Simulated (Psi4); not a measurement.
# [NO2]+ (SMILES O=[N+]=O) at PBE0/def2-TZVPPD

Aim: the energy change on altering one bond length of [NO2]+ at PBE0/def2-TZVPPD, from 2 runs. 

Program for the calculation: Psi4 1.11.

## Step 1: The system as given

[NO2]+ has 3 atoms, charge +1, and is taken as a singlet. As SMILES, `O=[N+]=O`. The coordinates come from a PBE0-D4/def2-TZVP relaxation.

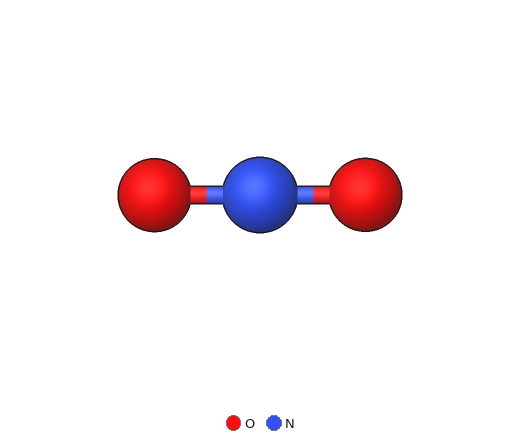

The structure, seen from a chosen angle (oxygen red, nitrogen blue).

## Step 2: Energy and gradient at PBE0/def2-TZVPPD

calc.in

```
memory 1.6 GB

molecule geom {
  1 1
  O     -0.572980     0.927020    -0.209580
  N     -0.000010    -0.000010     0.000000
  O      0.572990    -0.927010     0.209580
  symmetry c1
  no_reorient
  no_com
}

set basis def2-TZVPPD
set puream true
set e_convergence 1e-09
set d_convergence 1e-08
set scf_type pk
set dft_radial_points 99
set dft_spherical_points 590

result = gradient("pbe0")
print_variables()
```

On the command line:

```bash
$ psi4 -i calc.in -o calc.out -n 1
```

calc.out:

```text
[...]
  Running in c1 symmetry.
[...]
  Nuclear repulsion =   68.664162171166467
[...]
  Multiplicity = 1
[...]
  Nalpha       = 11
  Nbeta        = 11
[...]
    Number of basis functions: 117
[...]
   @RKS iter   1:  -204.53389940541371    4.89423e-01   3.81967e-03 ADIIS/DIIS
[...]
   @RKS iter   9:  -204.60185277532128   -4.80327e-12   5.70261e-09 DIIS
[...]
    Orbital Energies [Eh]
    ---------------------
    Doubly Occupied:
       1A    -19.731347     2A    -19.731339     3A    -15.052801
       4A     -1.755437     5A     -1.644856     6A     -1.028695
       7A     -1.006920     8A     -1.006920     9A     -0.962420
      10A     -0.776913    11A     -0.776913
[...]
  @RKS Final Energy:  -204.60185277532128
   => Energetics <=
    Nuclear Repulsion Energy =             68.6641621711664669
    One-Electron Energy =                -406.8942730698450987
    Two-Electron Energy =                 151.4042229971141751
    DFT Exchange-Correlation Energy =     -17.7759648737568448
    Empirical Dispersion Energy =           0.0000000000000000
    VV10 Nonlocal Energy =                  0.0000000000000000
    Total Energy =                       -204.6018527753212766
[...]
 Multipole Moments:
 ------------------------------------------------------------------------------------
     Multipole            Electronic (a.u.)      Nuclear  (a.u.)        Total (a.u.)
 ------------------------------------------------------------------------------------
 L = 1.  Multiply by 2.5417464519 to convert [e a0] to [Debye]
 Dipole X            :         -0.0000194            0.0000189           -0.0000005
 Dipole Y            :         -0.0000397            0.0000189           -0.0000208
 Dipole Z            :          0.0000028            0.0000000            0.0000028
 Magnitude           :                                                    0.0000210
[...]
  -Total Gradient:
     Atom            X                  Y                   Z
    ------   -----------------  -----------------  -----------------
       1        0.000071756413    -0.000109831191     0.000025371420
       2        0.000005391859    -0.000021247930     0.000003722111
       3       -0.000077149332     0.000131078186    -0.000029093549
[...]
```

Wall time 16 s (1 thread of Intel Xeon 6975P-C (Granite Rapids), shared host); peak memory 0.67 GiB.

## Step 3: The distorted shape

no2.py

```python
import psi4

psi4.set_memory(1600000000)
psi4.set_num_threads(1)
psi4.core.set_output_file('no2.out', False)

geom = psi4.geometry("""
1 1
O     -0.859484     1.390565    -0.314377
N     -0.000010    -0.000010     0.000000
O      0.572990    -0.927010     0.209580
symmetry c1
""")

psi4.set_options({
    'basis': 'def2-TZVPPD',
    'puream': True,
    'e_convergence': 1e-09,
    'd_convergence': 1e-08,
    'scf_type': 'pk',
    'dft_radial_points': 99,
    'dft_spherical_points': 590,
})

E, wfn = psi4.gradient("pbe0", return_wfn=True)
psi4.oeprop(wfn, "DIPOLE", "QUADRUPOLE", "MAYER_INDICES", title="PBE0")
print('gradient / Eh bohr^-1')
print(E.np.round(6))
print(f'energy = {wfn.energy():.10f} Eh')
```

On the command line:

```bash
$ python no2.py
```

no2.out:

```text
[...]
  Running in c1 symmetry.
[...]
  Nuclear repulsion =   56.710993319376783
[...]
  Multiplicity = 1
[...]
  Nalpha       = 11
  Nbeta        = 11
[...]
    Number of basis functions: 117
[...]
   @RKS iter   1:  -204.26884158091497   -2.41249e-02   4.72270e-03 ADIIS/DIIS
[...]
   @RKS iter  13:  -204.42348161440324   -9.66338e-13   8.67730e-10 DIIS
[...]
    Orbital Energies [Eh]
    ---------------------
    Doubly Occupied:
       1A    -19.804562     2A    -19.676443     3A    -15.033969
       4A     -1.739434     5A     -1.326712     6A     -1.087552
       7A     -0.956446     8A     -0.956446     9A     -0.935371
      10A     -0.681039    11A     -0.681039
[...]
  @RKS Final Energy:  -204.42348161440324
   => Energetics <=
    Nuclear Repulsion Energy =             56.7109933193767830
    One-Electron Energy =                -383.9791341016231740
    Two-Electron Energy =                 140.3835467411866489
    DFT Exchange-Correlation Energy =     -17.5388875733434979
    Empirical Dispersion Energy =           0.0000000000000000
    VV10 Nonlocal Energy =                  0.0000000000000000
    Total Energy =                       -204.4234816144032436
[...]
  -Total Gradient:
     Atom            X                  Y                   Z
    ------   -----------------  -----------------  -----------------
       1        0.000000322852    -0.000000013600     0.127980813918
       2       -0.000004186271     0.000000176340    -0.036605870041
       3        0.000003862142    -0.000000162687    -0.091374113698
[...]
 Multipole Moments:
 ------------------------------------------------------------------------------------
     Multipole            Electronic (a.u.)      Nuclear  (a.u.)        Total (a.u.)
 ------------------------------------------------------------------------------------
 L = 1.  Multiply by 2.5417464519 to convert [e a0] to [Debye]
 Dipole X            :          0.0000030            0.0000001            0.0000031
 Dipole Y            :         -0.0000001           -0.0000000           -0.0000001
 Dipole Z            :         -0.6406660            0.0013724           -0.6392936
 Magnitude           :                                                    0.6392936
 L = 2.  Multiply by 1.3450342976 to convert [e a0^2] to [Debye ang]
 Quadrupole XX       :        -10.0388052            0.0000000          -10.0388052
 Quadrupole XY       :          0.0000000           -0.0000000           -0.0000000
[...]
```

The script printed:

```text
gradient / Eh bohr^-1
[[ 0.00000e+00 -0.00000e+00  1.27981e-01]
 [-4.00000e-06  0.00000e+00 -3.66060e-02]
 [ 4.00000e-06 -0.00000e+00 -9.13740e-02]]
energy = -204.4234816144 Eh
```

Wall time 18 s (1 thread of Intel Xeon 6975P-C (Granite Rapids), shared host); peak memory 0.66 GiB.

## Step 4: What came out

At PBE0/def2-TZVPPD:

```
                                                         quantity          value
                                        first shape: total energy  -204.60185 Eh
                                         first shape: HOMO energy      -21.14 eV
                                         first shape: LUMO energy      -10.74 eV
                                       first shape: HOMO–LUMO gap       10.40 eV
                            first shape: largest force on an atom     0.008 eV/Å
                                    distorted shape: total energy  -204.42348 Eh
                                     distorted shape: HOMO energy      -18.53 eV
                                     distorted shape: LUMO energy      -13.17 eV
                                   distorted shape: HOMO–LUMO gap        5.36 eV
                        distorted shape: largest force on an atom     6.581 eV/Å
energy change with the O1–N2 bond stretched from 1.110 to 1.665 Å       4.854 eV
```

With the O1–N2 bond stretched from 1.110 to 1.665 Å the energy rises by 4.85 eV (468 kJ/mol).
